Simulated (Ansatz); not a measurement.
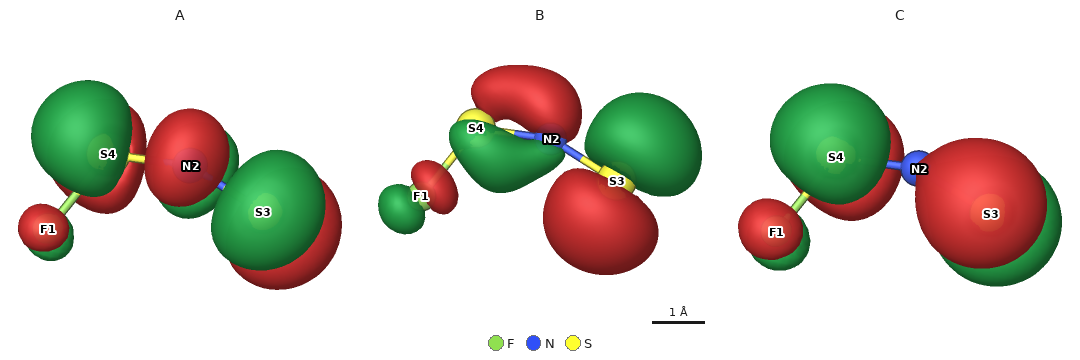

The picture shows: FNS2 (SMILES FSN=S). Three frontier orbitals at ±0.1 Å⁻³ᐟ² (green and red are the two phases), in no order.

Geometry: r2SCAN-D4/def2-TZVP.

All numbers below come from isolated molecule in a Gaussian basis; Kohn-Sham density functional theory, functional PBE0 (Ansatz 0.2.0).

### Order the three orbitals by energy and name them.

C is the HOMO−1 (−8.04 eV). It lies mainly on S3 (about 50 %), S4 (about 40 %), F1 (about 10 %) and N2 (about 5 %); it changes sign across the molecular plane (π type). B is the HOMO (−6.93 eV). It lies mainly on S3 (about 70 %), N2 (about 10 %), S4 (about 10 %) and F1 (about 5 %); it is symmetric in the molecular plane (an in-plane orbital: σ, lone-pair or in-plane π type); largely a lone pair of S3. A is the LUMO (−3.54 eV). Its weight (Hirshfeld) is mainly on S3 (about 40 %), S4 (about 30 %) and N2 (about 25 %); it changes sign across the molecular plane (π type); π-antibonding (a node) across N2–S3 and N2–S4.

### What is the HOMO–LUMO gap?

3.39 eV between the orbital energies.
